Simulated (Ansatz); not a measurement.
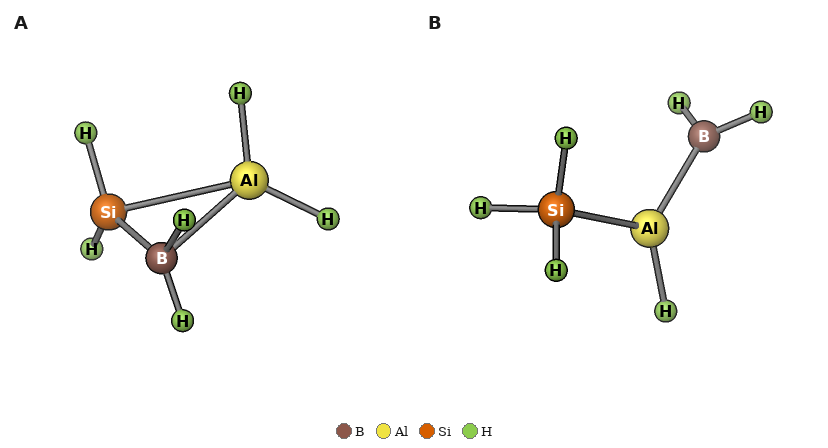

2 stationary structures of one formula. Geometries: PBE0-D4/def2-TZVP. Electronic energies: RHF-CCSD(T) (frozen core)/def2-TZVPP (Ansatz 0.2.0), without zero-point energy. No frequency run is at hand to confirm each as a minimum. Each is one conformer, not always the lowest.

Which structure is the most stable?

A is lowest; B lies 0.421 eV above it.
